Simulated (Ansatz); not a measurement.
# CAM-B3LYP/STO-3G run of BH3Cl− (SMILES [H][B-]([H])([H])Cl)

Aim: the energy change on altering one bond length of BH3Cl− at CAM-B3LYP/STO-3G, from 2 runs. 

The results are computed with Ansatz 0.2.0.

6 further runs of the same task are left out: 6 that didn't finish.

## (1) The structure to begin with

BH3Cl− has 5 atoms, charge -1, and is taken as a singlet. SMILES: `[H][B-]([H])([H])Cl`. The coordinates come from a GFN2-xTB relaxation.

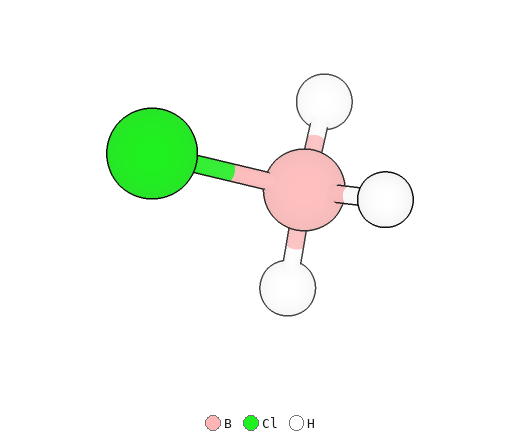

Viewed from a chosen angle; boron pink, chlorine green, hydrogen white.

## (2) A single-point energy at CAM-B3LYP/STO-3G

molecule.yaml reads:

```yaml
crystal:
  periodic: [false, false, false]
  atoms:
    - {symbol: B, position_ang: [-0.001280, 0.001630, -0.167010]}
    - {symbol: Cl, position_ang: [0.013600, -0.021140, 1.707330]}
    - {symbol: H, position_ang: [1.152300, 0.011380, -0.522240]}
    - {symbol: H, position_ang: [-0.586640, 1.005700, -0.497000]}
    - {symbol: H, position_ang: [-0.577980, -0.997580, -0.521080]}
basis:
  gaussian:
    orbitals: STO-3G
accuracy: high
hamiltonian:
  xc: {name: CAM-B3LYP}
total_charge: -1
```

Started as:

```console
$ ansatz run molecule.yaml --threads 1 --pin off --max-ram 2610MiB --events-out events.jsonl --progress --plain --runs-dir runs
```

The program printed:

```text
Warning: RAYON_NUM_THREADS=1 ignored (pool sized by the plan → 1); use --threads N
Functional definition: CAM-B3LYP
  name "CAM-B3LYP"
  parameter alpha = 0.19
  parameter beta = 0.46
  parameter omega = 0.33/bohr
  parameter ac = 0.81
  exchange = (1 - alpha - beta)*b88_x + beta*b88_x_sr(omega) + alpha*exact_x + beta*exact_x_lr(omega)
  correlation = (1 - ac)*vwn5_c + ac*lyp_c
282 factors; integrals over basis functions are off by at most 2.4e-8 eV
144 factors; integrals over basis functions are off by at most 8.1e-10 eV
mean field evaluation 1: about -13101.1097 eV, gradient 1.3e1 eV
mean field evaluation 2: about -13101.6586 eV, gradient 5.7e0 eV
mean field evaluation 4: about -13101.7624 eV, gradient 2.0e-2 eV
mean field evaluation 8: about -13101.7344 eV, gradient 3.3e-4 eV
mean field -13101.73442669 eV, -481.4798595062 hartree, gradient 5.5e-8 eV, S^2 0.000000; 0 other end points of the search recorded, 0 dependent functions left out
reference -13101.73443861 eV, -481.4798599445 hartree; 13, 13 occupied and 4, 4 virtual orbitals, 282 factors
Total energy: -13101.73443861 eV, -481.4798599445 hartree
```

Wall time 1.8 s (1 thread of Intel Xeon Platinum 8259CL at 2.50GHz (Skylake/Cascade Lake), shared host); peak memory 0.11 GiB.

## (3) The distorted shape, same level

job.yaml reads:

```yaml
crystal:
  periodic: [false, false, false]
  atoms:
    - {symbol: B, position_ang: [-0.289633, -0.000807, -0.078215]}
    - {symbol: Cl, position_ang: [-0.274753, -0.023577, 1.796125]}
    - {symbol: H, position_ang: [1.152300, 0.011380, -0.522240]}
    - {symbol: H, position_ang: [-0.874993, 1.003263, -0.408205]}
    - {symbol: H, position_ang: [-0.866333, -1.000017, -0.432285]}
basis:
  gaussian: {orbitals: STO-3G}
total_charge: -1
hamiltonian: {xc: {name: CAM-B3LYP}}
accuracy: high
```

Started as:

```console
$ ansatz run job.yaml --threads 1 --pin off --max-ram 2610MiB --events-out events.jsonl --progress --plain --runs-dir runs
```

The program printed, shortened:

```text
Warning: RAYON_NUM_THREADS=1 ignored (pool sized by the plan → 1); use --threads N
[... 8 set-up lines as earlier in the session ...]
281 factors; integrals over basis functions are off by at most 3.3e-8 eV
146 factors; integrals over basis functions are off by at most 9.4e-10 eV
mean field evaluation 1: about -13099.7692 eV, gradient 1.5e1 eV
mean field evaluation 2: about -13100.5124 eV, gradient 8.8e0 eV
mean field evaluation 4: about -13100.7814 eV, gradient 3.3e-2 eV
mean field evaluation 8: about -13100.7374 eV, gradient 6.9e-4 eV
mean field -13100.73740940 eV, -481.4432197968 hartree, gradient 9.2e-8 eV, S^2 0.000000; 0 other end points of the search recorded, 0 dependent functions left out
reference -13100.73742149 eV, -481.4432202411 hartree; 13, 13 occupied and 4, 4 virtual orbitals, 281 factors
Total energy: -13100.73742149 eV, -481.4432202411 hartree
```

It took 1.9 s on 1 thread of Intel Xeon Platinum 8259CL at 2.50GHz (Skylake/Cascade Lake), shared host; peak memory 0.11 GiB.

## (4) Results

Level: CAM-B3LYP/STO-3G.

| quantity | value |
| --- | --- |
| first shape: total energy | -481.47986 Eh |
| distorted shape: total energy | -481.44322 Eh |
| energy change with the B1–H3 bond stretched from 1.207 to 1.509 Å | 0.997 eV |

With the B1–H3 bond stretched from 1.207 to 1.509 Å the energy rises by 1.00 eV (23.0 kcal/mol). The first shape isn't relaxed at this level, so the change isn't measured from a minimum. The minimal basis adds a large error of its own.
